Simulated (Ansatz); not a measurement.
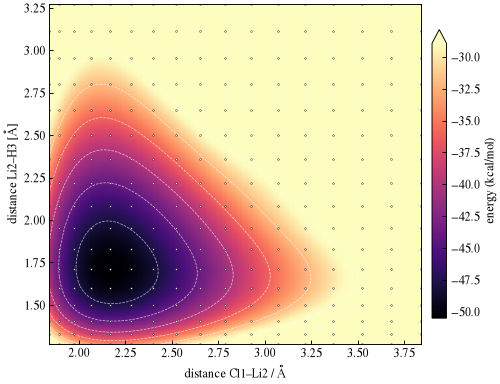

The system Cl⁻ + LiH. 
- The first coordinate is: distance Cl1–Li2; the second: distance Li2–H3.
- Nothing is relaxed (the angle Cl1–Li2–H3 is fixed at 180 degrees).
- The grid has 17 × 17 points.
- Energies: kcal/mol, counted from Cl with charge -1 far from the relaxed LiH (each part in its own basis).
- The reference is spin-restricted, so regions where a bond is pulled apart into radicals lie too high.
- Theory: Ansatz 0.2.0, RKS PBE0-D4/aug-cc-pVTZ.

In the figure: a smooth colour map with a few white contour lines, dots at the grid points, one colour for all values above the top of the scale. Between grid points the surface is interpolated.

**Estimate the position of the minimum and the force constants in these coordinates.**

The interpolated minimum is at distance Cl1–Li2 ≈ 2.170 Å, distance Li2–H3 ≈ 1.713 Å. The curvatures there are about 4.7 eV/Å² and 4 eV/Å², with a cross term of about 0.2 eV/Å². Round the minimum the two coordinates are weakly coupled (coupling 0.05 in units of the two stiffnesses). (1 eV is 23.1 kcal/mol.)
